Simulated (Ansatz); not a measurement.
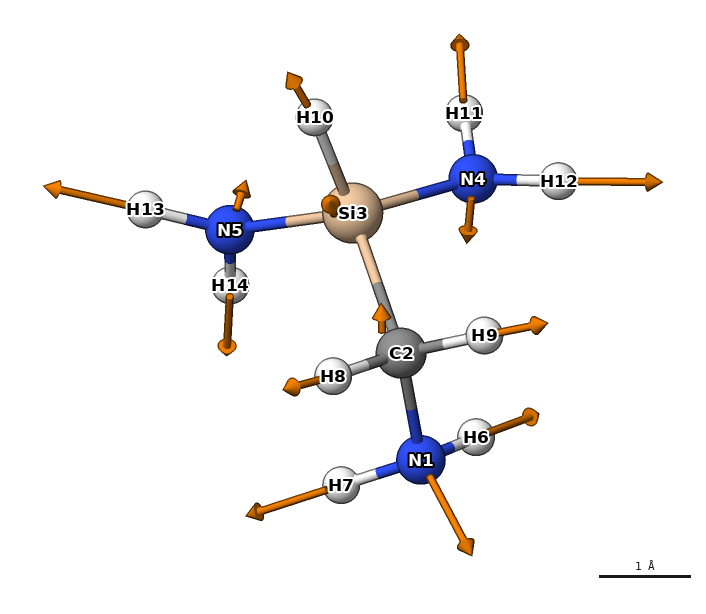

Arrows show the forces on the atoms, 3 Å of arrow for 1 eV/Å; forces under a tenth of the largest aren't drawn. Level of theory: PBE-D4/def2-TZVPP (Ansatz 0.2.0).

> On which atom is the force largest, and how large is it?

On N1: 0.40 eV/Å.

List the force components in the frame of the picture (x right, y up, z towards the viewer), in eV/Å.

```json
{"atom": "N1", "Fx": "0.16", "Fy": "−0.29", "Fz": "0.21"}
{"atom": "C2", "Fx": "0.00", "Fy": "0.11", "Fz": "0.04"}
{"atom": "Si3", "Fx": "−0.02", "Fy": "0.05", "Fz": "0.25"}
{"atom": "N4", "Fx": "−0.02", "Fy": "−0.17", "Fz": "−0.10"}
{"atom": "N5", "Fx": "0.04", "Fy": "0.11", "Fz": "−0.05"}
{"atom": "H6", "Fx": "0.20", "Fy": "0.07", "Fz": "−0.28"}
{"atom": "H7", "Fx": "−0.30", "Fy": "−0.10", "Fz": "−0.16"}
{"atom": "H8", "Fx": "−0.14", "Fy": "−0.04", "Fz": "0.15"}
{"atom": "H9", "Fx": "0.19", "Fy": "0.04", "Fz": "0.13"}
{"atom": "H10", "Fx": "−0.07", "Fy": "0.13", "Fz": "0.11"}
{"atom": "H11", "Fx": "−0.02", "Fy": "0.25", "Fz": "−0.24"}
{"atom": "H12", "Fx": "0.33", "Fy": "0.00", "Fz": "0.11"}
{"atom": "H13", "Fx": "−0.32", "Fy": "0.07", "Fz": "0.09"}
{"atom": "H14", "Fx": "−0.01", "Fy": "−0.22", "Fz": "−0.27"}
```
